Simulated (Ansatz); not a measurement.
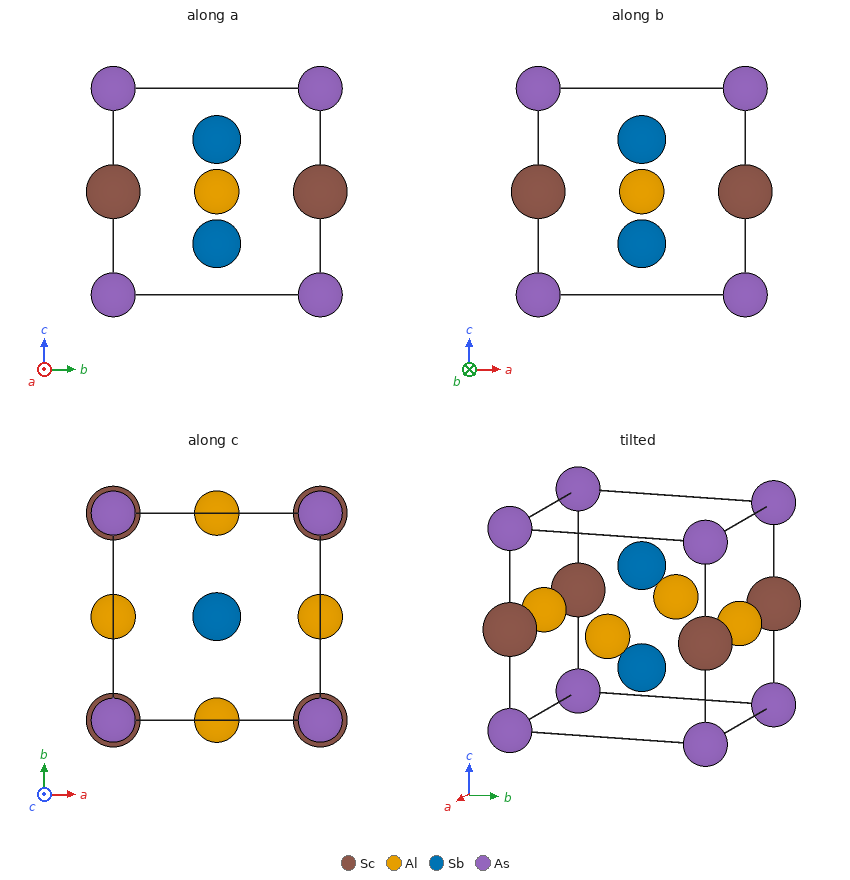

Spheres-only drawing of the structure, looking along the a axis, along the b axis, along the c axis and slightly off an axis. Atoms at the boundary of the conventional unit cell (the box) are drawn once for each face, edge or corner they touch.

Lattice parameters: a = 5.532 Å, b = 5.532 Å, c = 5.515 Å, α = 90.00°, β = 90.00°, γ = 90.00°.

Record the structure as a table of Wyckoff sites, with free fractional coordinates to two decimals.

Space group P4/mmm (No. 123).
| atom | site | x | y | z |
| --- | --- | --- | --- | --- |
| Sc | 1b | 0.00 | 0.00 | 0.50 |
| Al | 2e | 0.00 | 0.50 | 0.50 |
| Sb | 2h | 0.50 | 0.50 | 0.75 |
| As | 1a | 0.00 | 0.00 | 0.00 |

The model was built from a structure type filled with these elements by a generator (whether the compound takes this form wasn't checked). Earlier steps of the study, as a rule a relaxation of our own, may have changed the cell and positions, so they can lie some per cent off the listed ones. It was the input of a calculation with Ansatz.
